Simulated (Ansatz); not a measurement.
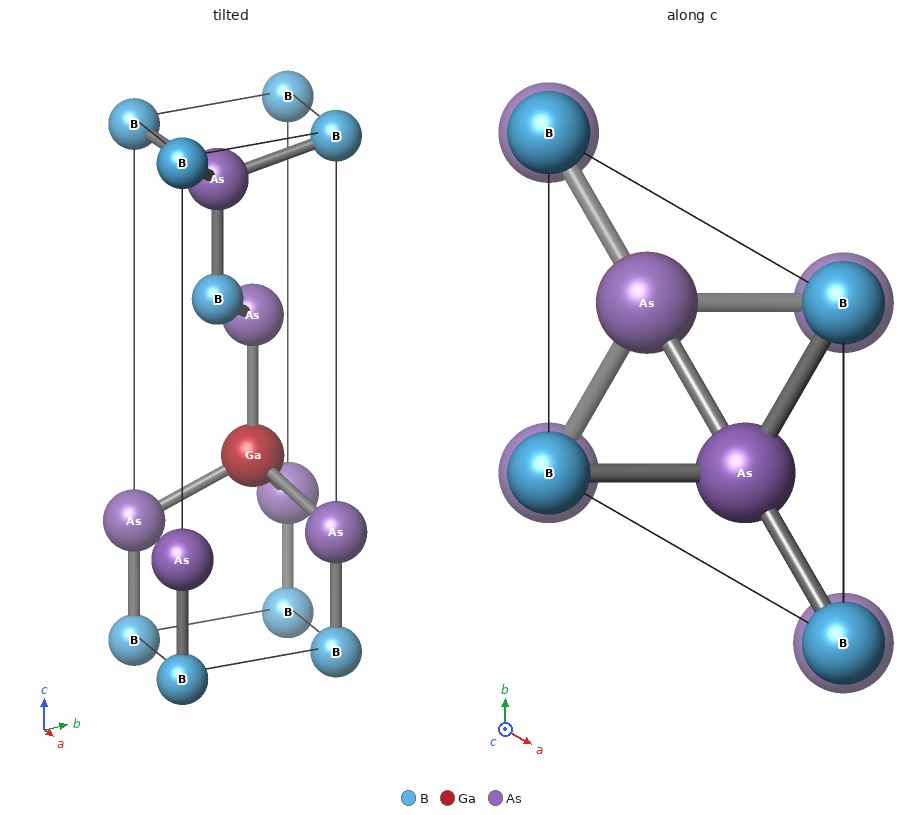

Structure drawing (ball-and-stick), viewed slightly off an axis and along the c axis. The parallelepiped is the conventional unit cell.

GaB2As3, space group P3m1 (No. 156), a = 3.583 Å, b = 3.583 Å, c = 8.926 Å, α = 90.00°, β = 90.00°, γ = 120.00°. Origin of the cell: a structure type filled with these elements by a generator (whether the compound takes this form wasn't checked). Earlier steps of the study may have refined or changed the cell and positions. It was run through Ansatz as a DFT input.

This one geometry was computed with Ansatz (DFT, plane waves, PAW) at five levels of theory: PBE0, PBE with spin-orbit coupling, r2SCAN, HSE06 and PBE. It was relaxed beforehand with r2SCAN.

> Which level gives the highest pressure at this volume, and what does that say about its equilibrium volume?

Highest: PBE with spin-orbit coupling (2.4 GPa) and PBE (2.4 GPa), which points to the largest equilibrium volume. Lowest, with the smallest volume: PBE0 (-0.5 GPa) and HSE06 (-0.3 GPa). Levels within 0.5 GPa of each other can't be told apart.

> How does the band gap change with the level of theory?

PBE with spin-orbit coupling: a gap of 0.08 eV, indirect; PBE: a gap of 0.24 eV, indirect; r2SCAN: a gap of 0.43 eV, indirect; HSE06: a gap of 0.81 eV, indirect; PBE0: a gap of 1.46 eV, indirect.

> Collect the results in a table.

| level | cutoff (eV) | k-mesh of the run's cell | gap (eV) | pressure (GPa) |
| --- | --- | --- | --- | --- |
| PBE0 | 420 | 6×6×2 | 1.46 | -0.5 |
| PBE with spin-orbit coupling | 420 | 12×12×4 | 0.08 | 2.4 |
| r2SCAN | 500 | 12×12×4 | 0.43 | 0.0 |
| HSE06 | 420 | 6×6×2 | 0.81 | -0.3 |
| PBE | 420 | 12×12×4 | 0.24 | 2.4 |

Gaps are taken on the k-mesh or band path of each run.
